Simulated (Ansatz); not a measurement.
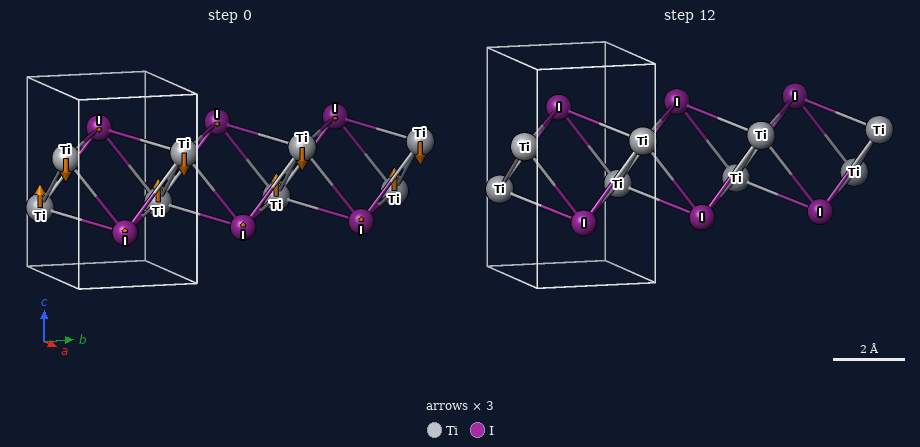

The structure of solid TiI (built on the AuCd (B19)_51 type) before (left) and after (right) a relaxation, at one scale. The orange arrows give the displacements (the part carried along by the change of the cell is left out), magnified 3 times.

The picture is a ball-and-stick view of the cell of the calculation, repeated 1 × 3 × 1 with one cell outlined, seen slightly off an axis.

Case: AuCd (B19) type (Pmma, No. 51).

Theory: DFT PBE, scalar-relativistic, plane waves, PAW in Ansatz.

Input
```yaml
crystal:
  lattice:
    - [4.7195500992, 0.0, 0.0]
    - [0.0, 3.5404248763, 0.0]
    - [0.0, 0.0, 5.4437613446]
  atoms:
    - { symbol: Ti, position: [0.75, 0.0, 0.6602476548] }
    - { symbol: Ti, position: [0.25, 0.0, 0.3397523452] }
    - { symbol: I, position: [0.75, 0.5, 0.2521734668] }
    - { symbol: I, position: [0.25, 0.5, 0.7478265332] }
basis:
  ecutwfc: 420
kpoints:
  mp_grid: { grid: [10, 14, 8] }
hamiltonian:
  xc: pbe
scf:
  occupations: { method: gaussian, width: 0.1 }
output:
  forces: true
  stress: true
  eigenvalues: true
  write_density: true
  write_potential: true
  elf: true
  volumetric_format: npy
relax:
  adjacent_minimum: "off"
  f_tol: 0.01
  max_steps: 80
  cell: { stress_tol: 0.05 }
```

Run as
```bash
ansatz run input.yaml --threads 1 --pin off --max-ram 2560MiB --backend cpu --events-out ev --progress --plain --runs-dir out
```

> What changed between the two?

The largest moves relative to the cell, 0.24 Å, are those of Ti1 and Ti2. Ti1 goes along −c. Largest moves by element: Ti 0.24 Å, I 0.05 Å. The drawn cell changes as follows: a 4.720 → 4.564 Å (−3.3 %), b 3.540 → 3.543 Å (+0.1 %), c 5.444 → 6.293 Å (+15.6 %); the volume changes by +11.9 %. Near-neighbour distances that change, for instance: Ti1–Ti2 2.935 → 2.754 Å, Ti1–I3 2.841 → 2.885 Å, Ti1–I4 2.988 → 2.981 Å. Bond angles that change, for instance: Ti2–I3–Ti2 161.6° → 151.5°, Ti1–I3–Ti2 60.4° → 56.0°, Ti1–I3–Ti2 104.1° → 99.8°. The space group stays Pmma (No. 51). The energy falls by 14.7 meV per atom in 9 accepted moves (12 points after the start). Largest force component: 0.089 eV/Å at the start, 0.0046 eV/Å at the end. The pressure goes from 0.28 to −0.03 GPa. The line search rejected the trial step at point 1 of the run. The SCF was repeated twice at an unchanged geometry on a basis and grid sized afresh for the cell, which shifted the energy by 1.5 meV per atom at most.
